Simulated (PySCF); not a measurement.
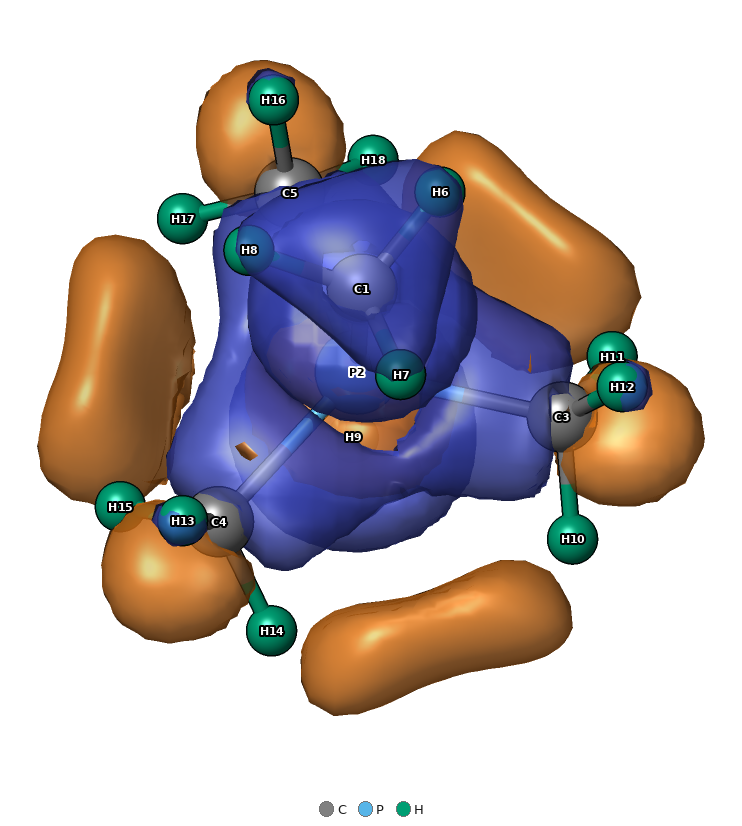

Figure 1: C4H13P, SMILES `C[PH](C)(C)C`. Unrelaxed difference density of T₁ less the ground state (TDA triplet states), ±0.008 e/Å³; orange: gain, blue: loss.

Level of theory: CAM-B3LYP/def2-SVP (PySCF), at a geometry from GFN2-xTB. No frequency check shows the geometry to be a minimum. GFN2-xTB bond lengths at metals and heavier atoms can be off by up to 0.1 Å and shapes distorted, which carries into these values. Without diffuse functions Rydberg states are missing, so the states' numbers hold for this basis only.

How does the charge move on excitation?

0.68 e is displaced in all, of which about 0.3 e passes between atoms: C1 (0.14 e) and H9 (0.13 e) lose electrons and H10, H11, H14, H15, H17 and H18 (0.04 e each) gain them. The state: 5.87 eV (211 nm), spin-forbidden from the singlet ground state, partly diffuse acceptor orbital, which a basis without diffuse functions describes poorly; the leading pair carries 98 %; hole on H9 (28 %), P2 (21 %) and C1 (17 %), electron on P2 (15 %), H9 (14 %) and C3, C4 and C5 (8 % each) (atom shares of so diffuse an orbital are rough); their centroids lie 0.3 Å apart.

The PySCF run took 9.1 min on 1 thread of Intel(R) Xeon(R) Processor @ 2.50GHz (Skylake/Cascade Lake), with other jobs on the host, peak memory 0.84 GiB.
